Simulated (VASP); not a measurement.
Band structure of PbTe (rock salt). These are RPBE GGA, VASP's PBE PAW potentials (set 64) (plane waves; VASP) values and carry that method's errors.

Unless said otherwise, spin-orbit coupling is left out, though it shifts the bands of the heavy elements here.

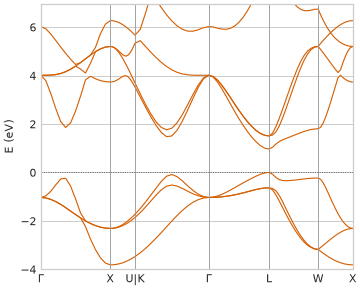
Bands along high-symmetry lines, zero at the valence-band maximum or, without a gap, the Fermi level

Read the plot: is there a gap, and where are the band edges?

The gap is direct, 0.97 eV, from the valence maximum at L to the conduction minimum at L. (Edges off the drawn lines would not show.)

The compound is PbTe in the rock salt structure. It was relaxed first, which changed the volume by +9 %.
